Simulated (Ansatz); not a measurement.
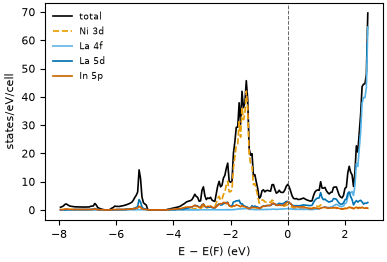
Fig. 1. Total and projected density of states of LaInNi in space group P-62m (No. 189; La on 3g, In on 3f, Ni on 2c, Ni on 1b), r²SCAN in the plane-wave PAW code Ansatz

Question: Which orbitals carry the states next to the Fermi level?

Answer: Within 0.5 eV of the Fermi level: La 5d 34 %, In 5p 29 %, Ni 3d 22 %. Projections are on Löwdin-orthogonalised atomic valence shells; empty p or d shells of many metals are not among them.

Question: Where is the tallest occupied peak in this window, and what makes it?

Answer: Near -1.4 eV, about 46 states/eV per cell; the largest projected share is Ni 3d.

The workflow started from a Materials Project entry (that database holds measured and hypothetical structures alike); the Crystallography Open Database copy checked does not list it. Whether it is the stable phase at ambient conditions was not checked. The r²SCAN relaxation kept the symmetry of its start; its stability against distortions is not shown here. No spin polarisation was allowed. Scalar-relativistic: spin–orbit coupling is off unless named, which matters more the heavier the elements.

Potentials: the later of the program's two PAW sets.
